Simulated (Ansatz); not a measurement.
ZrO2 (fluorite)

```
CELL_PARAMETERS angstrom
      0.00000     2.55794     2.55794
      2.55794     0.00000     2.55794
      2.55794     2.55794     0.00000
ATOMIC_POSITIONS crystal
  Zr 0.00000 0.00000 0.00000
  O  0.25000 0.25000 0.25000
  O  0.75000 0.75000 0.75000
```

This relaxed cell (volume V₀) is scaled evenly in all directions, its shape held. Symmetry pins the atoms to their sites.

The numbers are results of PBE (plane waves to 420 eV, PAW, scalar-relativistic; Ansatz, a first-principles code), not measurements. k mesh 11×11×11 (Γ-centred), Fermi-Dirac smearing 0.05 eV. Energies are smeared free energies. The PAW data are Ansatz's earlier set. This is a high-temperature form of ZrO2. ZrO2 is run without spin polarisation. ZrO2 was relaxed with its symmetry unable to fall. ΔE is measured from the relaxed starting cell.

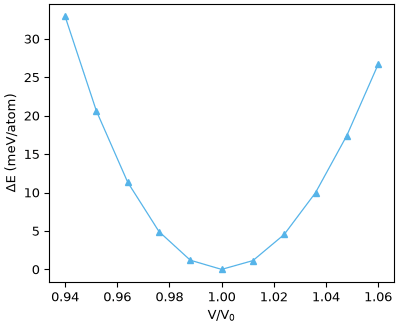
Figure. ΔE (meV/atom) against V/V₀; computed points joined by lines.

Question: What is ΔE at V/V₀ = 1.060?

Answer: About 27 meV/atom.

Question: What is ΔE at V/V₀ = 0.940?

Answer: About 33 meV/atom.

Question: What bulk modulus B₀ follows from a third-order Birch-Murnaghan fit?

Answer: About 240 GPa.

(Under strain, the slope of the energy per volume gives the stress and its curvature an elastic modulus.)
